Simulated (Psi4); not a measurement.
**ClF (chlorine monofluoride): DSD-PBEP86/cc-pVTZ (density fitting for correlation)**

Aim: the energy change on altering one bond length of ClF (chlorine monofluoride) at DSD-PBEP86/cc-pVTZ (density fitting for correlation), from 2 runs. 

The results are computed with Psi4 1.11.

3 further runs of the same task are left out: 1 that didn't finish, 2 set aside as unsound or not needed.

## 1. Starting point

ClF has 2 atoms, charge 0, and is taken as a singlet. As SMILES, `FCl`. The coordinates come from a PBE0-D4/def2-TZVP relaxation.

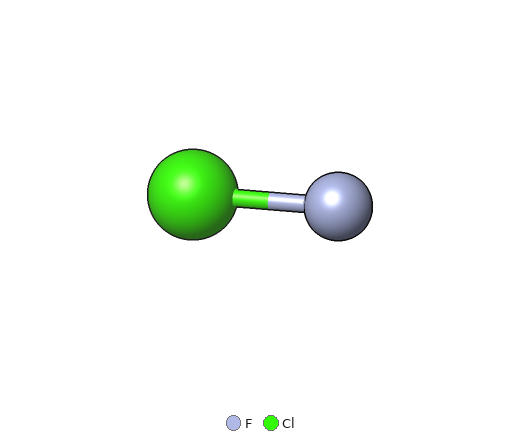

Viewed from a chosen angle; fluorine light blue, chlorine green.

## 2. A single-point energy at DSD-PBEP86/cc-pVTZ (density fitting for correlation)

File clf.xyz:

```xyz
2
ClF
F      0.000000     0.000000     0.031290
Cl     0.000000     0.000000     1.650960
```

File clf_ase.py:

```python
import numpy as np
from ase.calculators.psi4 import Psi4
from ase.io import read

atoms = read('clf.xyz')
calc = Psi4(atoms=atoms, method='dsd-pbep86', basis='cc-pVTZ', memory='2200MB', num_threads=1, charge=0, multiplicity=1, label='calc')
calc.psi4.set_options({'puream': True, 'e_convergence': 1e-09, 'd_convergence': 1e-08, 'scf_type': 'pk', 'dft_radial_points': 99, 'dft_spherical_points': 590, 'num_frozen_docc': 6})
atoms.calc = calc

print(f'energy: {atoms.get_potential_energy():.6f} eV')
```

Started as:

```console
python clf_ase.py
```

calc.dat:

```text
[...]
  Running in c1 symmetry.
[...]
  Nuclear repulsion =   49.988030421326577
[...]
  Multiplicity = 1
[...]
  Nalpha       = 13
  Nbeta        = 13
[...]
    Number of basis functions: 64
[...]
   @RKS iter   1:  -559.32353932589524   -2.46977e-01   3.69104e-03 DIIS/ADIIS
[...]
   @RKS iter  10:  -559.34167539814894   -3.29692e-12   4.99092e-09 DIIS
[...]
    Orbital Energies [Eh]
    ---------------------
    Doubly Occupied:
       1A   -103.782832     2A    -25.790973     3A    -10.270779
       4A     -7.839304     5A     -7.829983     6A     -7.829983
       7A     -1.510302     8A     -1.016693     9A     -0.649309
      10A     -0.648159    11A     -0.648159    12A     -0.439995
      13A     -0.439995
[...]
  @RKS Final Energy:  -559.34167539814894
   => Energetics <=
    Nuclear Repulsion Energy =             49.9880304213265774
    One-Electron Energy =                -873.4853173397640376
    Two-Electron Energy =                 275.1156332756009988
    DFT Exchange-Correlation Energy =     -10.9600217553124448
    Empirical Dispersion Energy =           0.0000000000000000
    VV10 Nonlocal Energy =                  0.0000000000000000
    Total Energy =                       -559.3416753981489364
[...]
 Multipole Moments:
 ------------------------------------------------------------------------------------
     Multipole            Electronic (a.u.)      Nuclear  (a.u.)        Total (a.u.)
 ------------------------------------------------------------------------------------
 L = 1.  Multiply by 2.5417464519 to convert [e a0] to [Debye]
 Dipole X            :         -0.0000000            0.0000000           -0.0000000
 Dipole Y            :          0.0000000            0.0000000            0.0000000
 Dipole Z            :         -0.0464209            0.4680760            0.4216551
 Magnitude           :                                                    0.4216551
[...]
```

The script printed:

```text
energy: -15226.793168 eV
```

Run time: 12 s. Hardware: 1 thread of Intel Xeon at 2.50GHz (Skylake/Cascade Lake), shared host; peak memory 0.67 GiB.

## 3. The distorted shape

File clf.xyz:

```xyz
2
ClF
F      0.000000     0.000000    -0.454640
Cl     0.000000     0.000000     1.650960
```

File calc.py:

```python
import psi4

psi4.set_memory(2200000000)
psi4.set_num_threads(1)
psi4.core.set_output_file('run.log', False)

with open('clf.xyz') as f:
    atoms = ''.join(f.readlines()[2:])
molecule = psi4.geometry('0 1\n' + atoms + 'symmetry c1\nno_reorient\nno_com')

psi4.set_options({
    'basis': 'cc-pVTZ',
    'reference': 'rks',
    'puream': True,
    'e_convergence': 1e-09,
    'd_convergence': 1e-08,
    'scf_type': 'pk',
    'dft_radial_points': 99,
    'dft_spherical_points': 590,
    'num_frozen_docc': 6,
})

E, wfn = psi4.energy('DSD-PBEP86', return_wfn=True)
print(f'DSD-PBEP86 energy: {E:.10f} Eh')
```

Started as:

```console
python calc.py
```

run.log:

```text
[...]
  Running in c1 symmetry.
[...]
  Nuclear repulsion =   38.451801497202702
[...]
  Multiplicity = 1
[...]
  Nalpha       = 13
  Nbeta        = 13
[...]
    Number of basis functions: 64
[...]
   @RKS iter   1:  -559.21388163608697   -5.72911e-01   5.22865e-03 ADIIS/DIIS
[...]
   @RKS iter  10:  -559.26544098481691   -9.09495e-13   9.76653e-09 DIIS
[...]
    Orbital Energies [Eh]
    ---------------------
    Doubly Occupied:
       1A   -103.815057     2A    -25.782169     3A    -10.299924
       4A     -7.868259     5A     -7.858944     6A     -7.858944
       7A     -1.415299     8A     -1.036567     9A     -0.586486
      10A     -0.586486    11A     -0.544016    12A     -0.482310
      13A     -0.482310
[...]
  @RKS Final Energy:  -559.26544098481691
   => Energetics <=
    Nuclear Repulsion Energy =             38.4518014972027018
    One-Electron Energy =                -850.4494869910112129
    Two-Electron Energy =                 263.6481476972221003
    DFT Exchange-Correlation Energy =     -10.9159031882305637
    Empirical Dispersion Energy =           0.0000000000000000
    VV10 Nonlocal Energy =                  0.0000000000000000
    Total Energy =                       -559.2654409848170189
[...]
 Multipole Moments:
 ------------------------------------------------------------------------------------
     Multipole            Electronic (a.u.)      Nuclear  (a.u.)        Total (a.u.)
 ------------------------------------------------------------------------------------
 L = 1.  Multiply by 2.5417464519 to convert [e a0] to [Debye]
 Dipole X            :         -0.0000000            0.0000000           -0.0000000
 Dipole Y            :         -0.0000000            0.0000000           -0.0000000
 Dipole Z            :        -44.4739277           45.3053524            0.8314247
 Magnitude           :                                                    0.8314247
[...]
```

Standard output:

```text
DSD-PBEP86 energy: -559.5191641472 Eh
```

Run time: 12 s. Hardware: 1 thread of Intel Xeon at 2.50GHz (Skylake/Cascade Lake), shared host; peak memory 0.62 GiB.

## 4. Summary of results

At DSD-PBEP86/cc-pVTZ (density fitting for correlation), 6 core orbitals frozen:

| quantity | value |
| --- | --- |
| first shape: total energy | -559.57433 Eh |
| first shape: HOMO energy (SCF part's orbitals) | -11.97 eV |
| first shape: LUMO energy (SCF part's orbitals) | 0.03 eV |
| first shape: HOMO–LUMO gap (SCF part's orbitals) | 12.01 eV |
| distorted shape: total energy | -559.51916 Eh |
| distorted shape: HOMO energy (SCF part's orbitals) | -13.12 eV |
| distorted shape: LUMO energy (SCF part's orbitals) | -4.19 eV |
| distorted shape: HOMO–LUMO gap (SCF part's orbitals) | 8.94 eV |
| energy change with the F1–Cl2 bond stretched from 1.620 to 2.106 Å | 1.501 eV |

**Reading.** With the F1–Cl2 bond stretched from 1.620 to 2.106 Å the energy rises by 1.50 eV (35 kcal/mol). The first shape isn't relaxed at this level, so the change isn't measured from a minimum.
